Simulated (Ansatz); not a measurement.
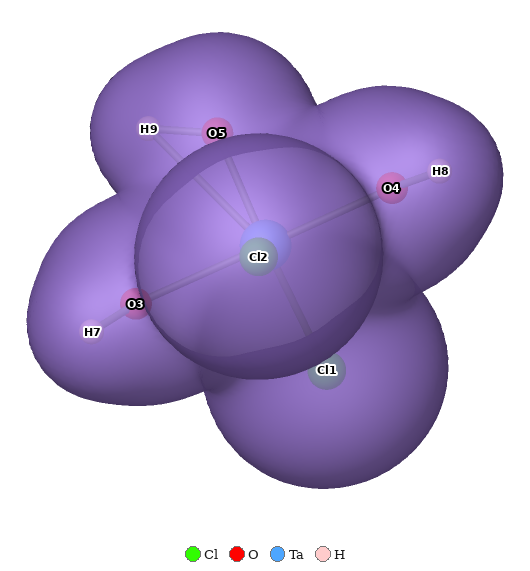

Figure 1: Cl$_{2}$H$_{3}$O$_{3}$Ta. Isosurface of the electron density at 0.05 e/Å³ (purple), seen at an oblique angle.

Geometry: PBE0-D4/def2-SVP; core potentials replace the inner electrons of Ta.

Method: Ansatz, isolated molecule in a Gaussian basis; Kohn-Sham density functional theory, functional PBE0.

Input file:

```
crystal:
  periodic: [false, false, false]
  atoms:
    - {symbol: Cl, position_ang: [-1.471921, -0.103680, 1.319460]}
    - {symbol: Cl, position_ang: [0.579047, 1.618597, -1.855949]}
    - {symbol: O, position_ang: [-1.181908, -0.619787, -1.714564]}
    - {symbol: O, position_ang: [1.481357, 0.574310, 0.650934]}
    - {symbol: O, position_ang: [0.946119, -1.866978, -0.518594]}
    - {symbol: Ta, position_ang: [0.098296, -0.188673, -0.377175]}
    - {symbol: H, position_ang: [-1.549184, -0.260338, -2.526035]}
    - {symbol: H, position_ang: [2.097113, 1.308411, 0.711102]}
    - {symbol: H, position_ang: [0.593606, -2.566898, -1.082359]}
basis:
  gaussian:
    orbitals: def2-SVPD
total_charge: 0
hamiltonian:
  xc: pbe0
output: {forces: true, orbitals: {seedname: orbitals}}
```

Run with:

```sh
ansatz run input.yaml --threads 2 --pin off --max-ram 5220MiB --events-out events.jsonl --progress --plain --runs-dir runs
```

How is the density connected at this value?

Answer. At this value the surface is in one piece. It bridges the sampled Ta–O (1.88 Å), Ta–Cl (2.31 Å), O–H (0.96 Å) and Ta–Cl (2.38 Å) contacts, where the density stays above the isovalue. On the grid the lowest density along these lines, outside the cores, is 1 e/Å³ (Ta–O, 1.88 Å), 0.65 e/Å³ (Ta–Cl, 2.31 Å), 2.4 e/Å³ (O–H, 0.96 Å) and 0.57 e/Å³ (Ta–Cl, 2.38 Å).
